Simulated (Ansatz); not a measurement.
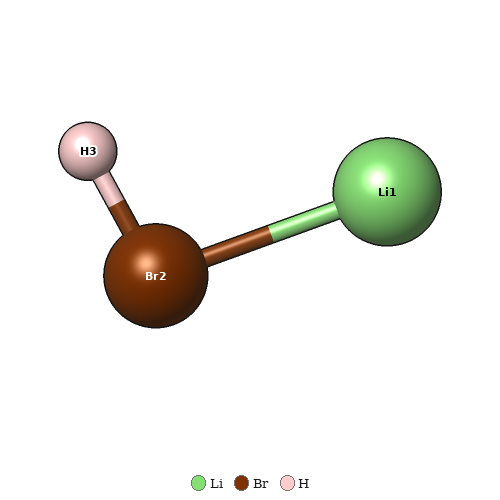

The system is BrHLi, charge +1; the picture shows the reference structure. 
- The turn is about an axis along (0.87, −0.50, −0.00) in the frame of the relaxed pair, normal to the line between the partners.
- First axis: distance Br2···Li1. Second axis: turn of Li1 about Br2.
- Grid: 15 × 15 points. At 7 points there is no value (left out of the scan, as a rule where atoms come close).
- Points are written as (first, second).
- Energies are in eV, from the lowest grid point.
- Method: RKS B3LYP-D4/def2-TZVPD in Ansatz.

Its coordinates:

```yaml
atoms:
  - { symbol: Li, position_ang: [0.1532, 0.2661, -1.7692] }
  - { symbol: Br, position_ang: [-0.3738, -0.6490, 0.4854] }
  - { symbol: H, position_ang: [0.2206, 0.3831, 1.2838] }
```

Range: distance Br2···Li1 from 2.091 to 4.691 Å; turn of Li1 about Br2 from −90.0 to 90.0°.

Question: What will the energy surface look like?

Answer: The lowest grid point is at (2.541 Å, 0.0°). It is the only kind of minimum in the scanned range. The highest grid point, (2.541 Å, 90.0°), lies 2.50 eV above the lowest. Round the minimum the two coordinates are nearly uncoupled.

```
turn of Li1 about Br2 ↓, distance Br2···Li1 →  2.091  2.156  2.262  2.392  2.541  2.706  2.885  3.076  3.279  3.492  3.715  3.946  4.187  4.435  4.691
                                         90.0      –      –      –      –   2.50   1.76   1.34   1.13   1.03   0.94   0.90   0.90   0.89   0.89   0.89
                                         77.1      –      –      –   2.24   1.64   1.27   1.06   0.96   0.91   0.84   0.84   0.84   0.85   0.85   0.85
                                         64.3   2.22   1.89   1.49   1.17   0.95   0.83   0.77   0.76   0.71   0.72   0.74   0.76   0.78   0.79   0.80
                                         51.4   1.15   0.98   0.77   0.63   0.55   0.53   0.54   0.54   0.55   0.59   0.63   0.67   0.70   0.73   0.74
                                         38.6   0.72   0.58   0.43   0.34   0.30   0.31   0.35   0.38   0.42   0.48   0.53   0.58   0.63   0.66   0.69
                                         25.7   0.50   0.37   0.24   0.15   0.13   0.16   0.21   0.25   0.31   0.38   0.45   0.51   0.57   0.61   0.64
                                         12.9   0.39   0.26   0.12   0.05   0.03   0.07   0.13   0.18   0.24   0.33   0.40   0.47   0.53   0.57   0.61
                                          0.0   0.35   0.22   0.08   0.01   0.00   0.04   0.10   0.16   0.22   0.31   0.38   0.45   0.51   0.56   0.59
                                        −12.9   0.37   0.24   0.11   0.04   0.03   0.07   0.13   0.18   0.24   0.32   0.39   0.46   0.51   0.56   0.59
                                        −25.7   0.43   0.32   0.19   0.12   0.11   0.15   0.20   0.24   0.29   0.36   0.43   0.48   0.53   0.57   0.60
                                        −38.6   0.53   0.42   0.31   0.24   0.23   0.25   0.29   0.33   0.37   0.42   0.48   0.52   0.56   0.60   0.62
                                        −51.4   0.64   0.53   0.43   0.36   0.35   0.36   0.39   0.41   0.44   0.49   0.53   0.56   0.60   0.62   0.64
                                        −64.3   0.72   0.63   0.52   0.46   0.44   0.45   0.48   0.49   0.50   0.54   0.57   0.60   0.62   0.64   0.66
                                        −77.1   0.77   0.67   0.57   0.51   0.49   0.50   0.52   0.52   0.53   0.56   0.59   0.61   0.64   0.65   0.67
                                        −90.0   0.76   0.66   0.56   0.50   0.48   0.49   0.51   0.52   0.53   0.56   0.58   0.61   0.63   0.65   0.67
```

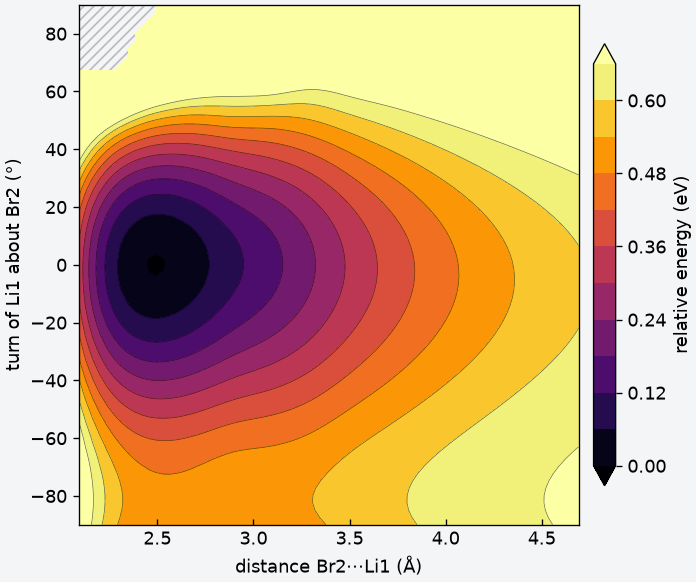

In the figure: filled contours, one colour for all values above the top of the scale, hatched blanks where no value was computed. Between grid points the surface is interpolated.

Time for the 218 points that were run: 7.4 min on 1 thread of Arm Neoverse V1, on a shared host.
